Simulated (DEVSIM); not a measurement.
Device: abrupt Si n-p junction, at 300 K.

```csv
layer (left to right),material,thickness (μm),Nd (cm⁻³),Na (cm⁻³),τn (s),τp (s)
1,Si,0.200,6.6e16,-,2e-7,2e-7
2,Si,39.0,-,1.6e14,2e-7,2e-7
```

Left contact: ohmic. Right contact: ohmic. Voltage is applied to the left contact. Recombination: SRH at mid-gap, radiative, Auger. Mobility is constant in doping.

This is a model device: material constants are rounded textbook-type values typed into the input, and sizes, dopings and lifetimes were drawn at random. Values at 300 K.

```
parameter           Si
-------------  -------
gap (eV)         1.124
affinity (eV)     4.05
permittivity      11.7
Nc (cm⁻³)      2.86e19
Nv (cm⁻³)       3.1e19
μn (cm²/Vs)       1417
μp (cm²/Vs)        470
B (cm³/s)      4.7e-15
Cn (cm⁶/s)     2.8e-31
Cp (cm⁶/s)     9.9e-32
```

Simulated with DEVSIM: 1D drift-diffusion, Boltzmann statistics, complete ionisation; no tunnelling, impact ionisation, image-force lowering or self-heating.

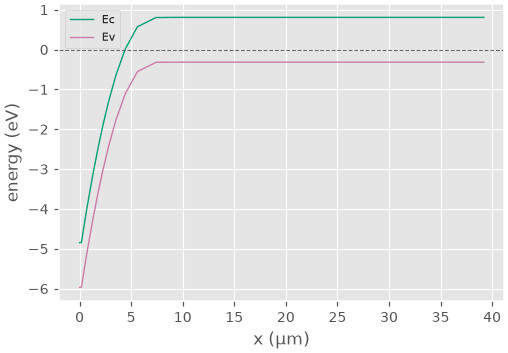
Figure. Band edges at 5.0 V on the left contact

Energies count from the Fermi level of the right contact; mesh points crowd at the junctions.

| x (μm) | Ec (eV) | Ev (eV) | n (cm⁻³) | p (cm⁻³) | field (V/cm) |
|---|---|---|---|---|---|
| 0.000 | -4.843 | -5.967 | 6.6e16 | 1800 | ≈ 0 |
| 0.02368 | -4.843 | -5.967 | 6.6e16 | 1500 | ≈ 0 |
| 0.06791 | -4.843 | -5.967 | 6.6e16 | 1100 | ≈ 0 |
| 0.1288 | -4.843 | -5.966 | 6.5e16 | 540 | 360 |
| 0.1842 | -4.826 | -5.950 | 3.4e16 | 160 | 9600 |
| 0.2043 | -4.795 | -5.919 | 1.0e16 | 140 | 19000 |
| 0.2374 | -4.737 | -5.861 | 1.1e15 | 150 | 17000 |
| 0.3393 | -4.570 | -5.694 | 1.7e12 | 540 | 16000 |
| 0.5303 | -4.263 | -5.387 | 1.3e7 | 51000 | 16000 |
| 0.9141 | -3.675 | -4.799 | 610000 | 200000 | 15000 |
| 1.778 | -2.485 | -3.608 | 580000 | 640000 | 13000 |
| 4.437 | 0.023 | -1.101 | 390000 | 4000000 | 6100 |
| 9.421 | 0.809 | -0.315 | 78000 | 1.6e14 | ≈ 0 |
| 19.43 | 0.809 | -0.315 | 340000 | 1.6e14 | ≈ 0 |
| 31.89 | 0.809 | -0.315 | 590000 | 1.6e14 | ≈ 0 |
| 35.70 | 0.809 | -0.315 | 660000 | 1.6e14 | ≈ 0 |
| 37.60 | 0.809 | -0.315 | 700000 | 1.6e14 | ≈ 0 |
| 38.45 | 0.809 | -0.315 | 710000 | 1.6e14 | ≈ 0 |
| 38.94 | 0.809 | -0.315 | 720000 | 1.6e14 | ≈ 0 |
| 39.09 | 0.809 | -0.315 | 720000 | 1.6e14 | ≈ 0 |
| 39.16 | 0.809 | -0.315 | 730000 | 1.6e14 | ≈ 0 |
| 39.20 | 0.809 | -0.315 | 730000 | 1.6e14 | ≈ 0 |
